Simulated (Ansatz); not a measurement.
# AlBFH$_{6}$NO: what the fields show

Input

```
crystal:
  periodic: [false, false, false]
  atoms:
    - { symbol: B, position_ang: [0.167561, 0.218758, 0.215822] }
    - { symbol: "N", position_ang: [-0.03259, -0.434745, 1.509074] }
    - { symbol: H, position_ang: [-0.951789, -0.690672, 1.849186] }
    - { symbol: H, position_ang: [0.741387, -0.857146, 2.00499] }
    - { symbol: H, position_ang: [1.233004, 0.385559, -0.304205] }
    - { symbol: F, position_ang: [-0.973605, 0.599352, -0.46101] }
    - { symbol: O, position_ang: [-0.360825, 2.478368, 1.396903] }
    - { symbol: Al, position_ang: [-1.739761, 2.444006, 0.33807] }
    - { symbol: H, position_ang: [-3.111654, 1.843385, 0.884503] }
    - { symbol: H, position_ang: [-1.653255, 3.420517, -0.904855] }
    - { symbol: H, position_ang: [-0.247073, 1.757017, 2.053222] }
basis:
  gaussian: { orbitals: def2-SVP }
hamiltonian:
  xc: pbe0
relax:
  f_tol: 0.03
  max_steps: 50
output:
  orbitals: {}
```

Command:

```sh
ansatz run input.yaml --threads 2 --pin off --max-ram 3072MiB --backend cpu --events-out ev --progress --plain --runs-dir out
```

The fields are those of the run's last geometry, not of the input's.

All numbers below come from RKS PBE0/def2-SVP (Ansatz).

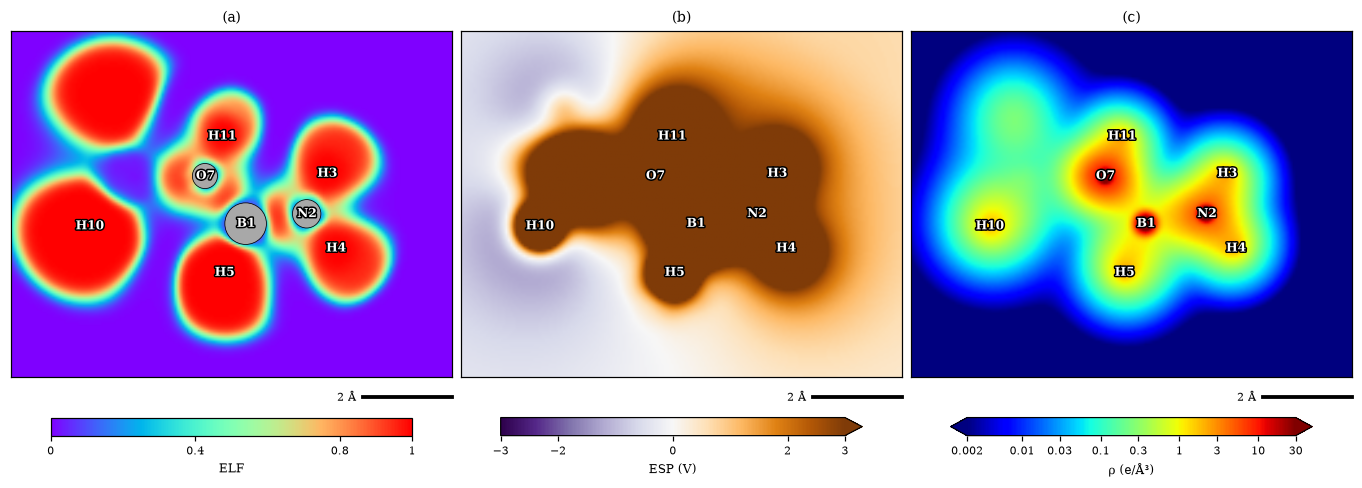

Figure 1. (a) ELF; (b) molecular electrostatic potential; (c) electron density on the plane of atoms N2, B1 and O7. Grey discs cover the atomic cores in the ELF map.

Question: Describe what can be read from this map.

Answer: Atoms in the plane: B, N, H and O.
B–N (1.39 Å): ρ at the midpoint is about 2 e/Å³; the ELF peaks at about 0.95 between the atoms; a short, strongly polar bond.
B–O (1.41 Å): ρ is about 1.9 e/Å³ halfway; the ELF peaks at about 0.90 between the atoms: a polar covalent bond.
O–H (0.97 Å): ρ is about 3.7 e/Å³ halfway; the ELF climbs to about 1 towards the hydrogen, as it does in any bond to H: an ordinary covalent bond to hydrogen.
N–H (1.01 Å): the density is about 2.8 e/Å³ at the midpoint; the ELF climbs to about 1 towards the hydrogen (an ordinary covalent bond to hydrogen).
B–H (1.20 Å): ρ is about 1.2 e/Å³ halfway; the ELF climbs to about 1 towards the hydrogen (a covalent bond by its length).
Outside the dense part of the molecule the potential is most negative (−1.2 V) near H10.

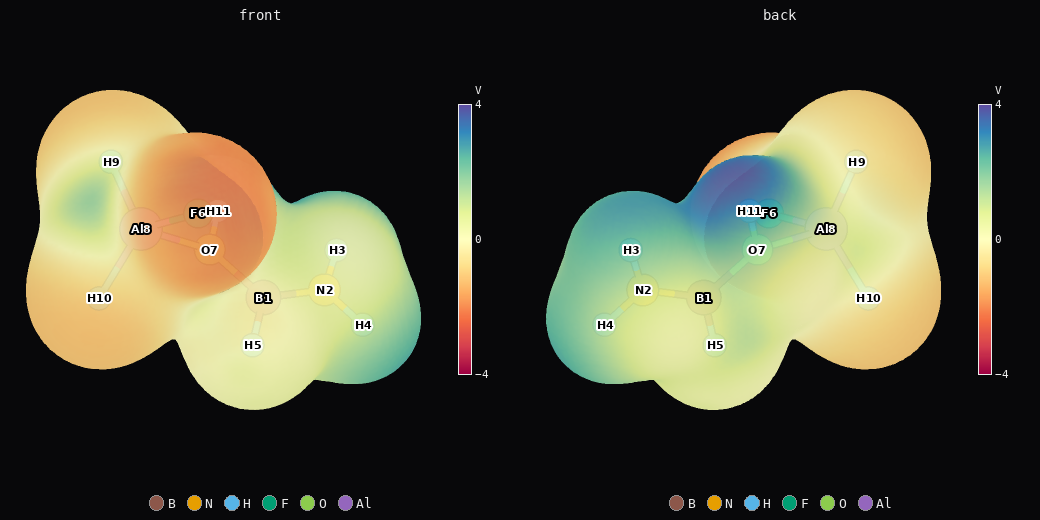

Figure 2. The electrostatic potential painted on the density surface at 0.002 e/bohr³, seen from the front and from behind; the colour scale runs from red (negative) to blue (positive).

Question: Describe the electrostatic potential map.

Answer: The most negative region (about −2.1 V) lies over F6, the most positive (about +3.7 V) over H11.

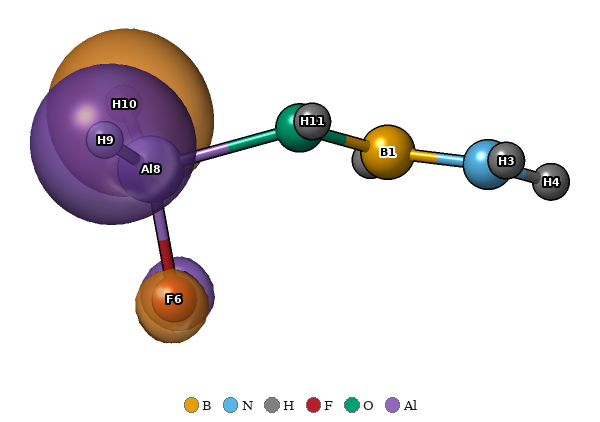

Figure 3. The HOMO at ±0.15 Å⁻³ᐟ² (orange and purple are the two phases), seen from one side.

Question: What is the character of this orbital?

Answer: By Hirshfeld shares it lies mainly on Al8 (about 30 %), H10 (about 30 %), H9 (about 30 %) and F6 (about 5 %). Its energy is −7.45 eV.
